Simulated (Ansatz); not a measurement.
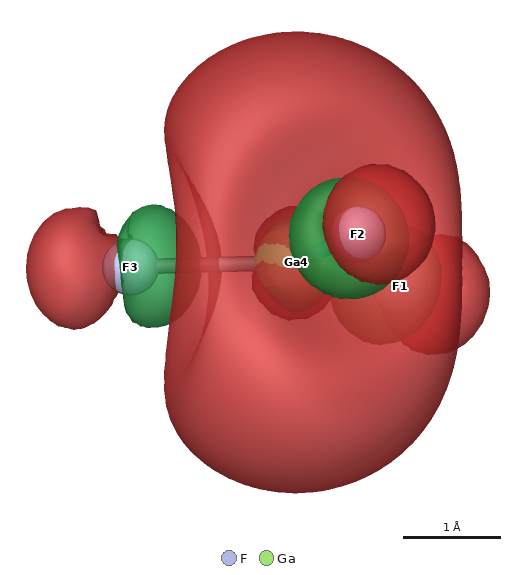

Figure. F$_{3}$Ga (SMILES [F][Ga]([F])[F]). One frontier orbital at ±0.08 Å⁻³ᐟ² (green and red are the two phases), seen from one side.

Geometry: PBE0-D4/def2-SVP.

Level of theory: isolated molecule in a Gaussian basis; Kohn-Sham density functional theory, functional PBE0 in Ansatz.

Input file:

```
basis:
  gaussian: {orbitals: def2-TZVPD}
crystal:
  periodic: [false, false, false]
  atoms:
    - {symbol: F, position_ang: [-0.349721, 1.155611, 0.603243]}
    - {symbol: F, position_ang: [1.116854, -1.448968, 0.482051]}
    - {symbol: F, position_ang: [2.291962, 0.989889, -0.791262]}
    - {symbol: Ga, position_ang: [1.019717, 0.232224, 0.097935]}
output: {forces: true, orbitals: {seedname: orbitals}}
hamiltonian: {xc: pbe0}
```

Command:

```sh
ansatz run input.yaml --threads 2 --pin off --max-ram 5220MiB --events-out events.jsonl --progress --plain --runs-dir runs
```

> Which orbital is it: HOMO or LUMO?

The LUMO, at −2.54 eV. Its weight (Hirshfeld) is mainly on Ga4 (about 65 %), F1 (about 10 %), F2 (about 10 %) and F3 (about 10 %); it is symmetric in the molecular plane (an in-plane orbital: σ, lone-pair or in-plane π type).
